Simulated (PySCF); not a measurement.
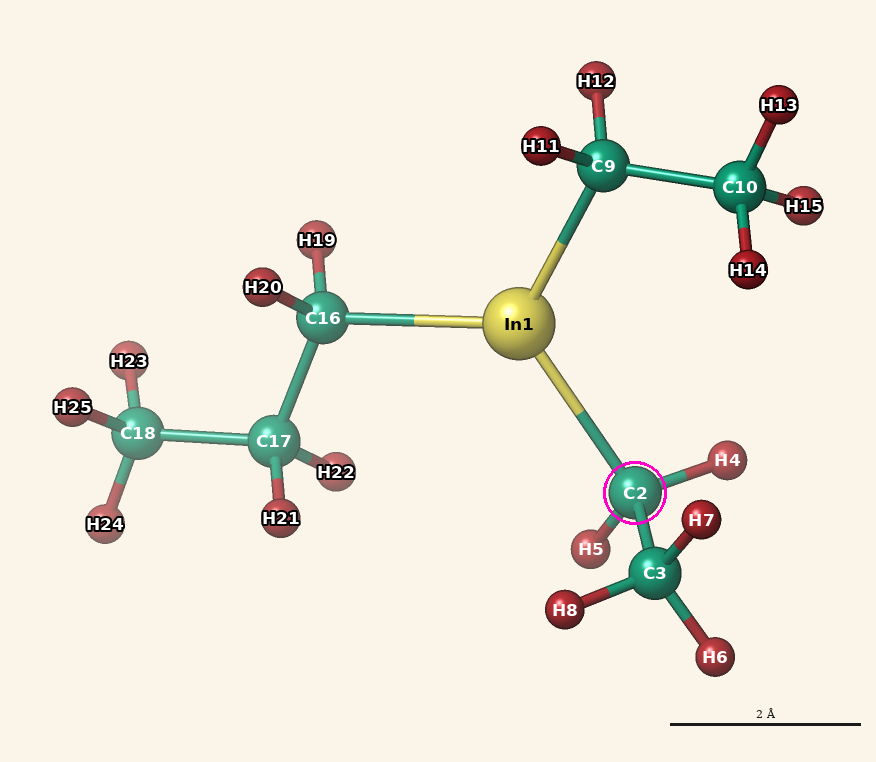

Orthographic view. Atoms fade into the background with distance from the viewer. The computed structure is the end point of a PBE0-D3(BJ)/def2-SVP optimisation. No frequency run is at hand to confirm it as a minimum.

### Which atoms are bonded to the circled atom?

The circled atom is C2; it is bonded to In1, C3, H4, H5.

### What is the shortest path along bonds from the circled atom to H13?

C2–In1–C9–C10–H13, 4 bonds; through space the two are 5.01 Å apart.

### Which two atoms are farthest apart in space?

H13 and H24, 9.42 Å.

### Of C2 and C3, which is nearer the viewer?

C3; the bond to C2 points away from the viewer, so it looks shorter than its 1.53 Å.
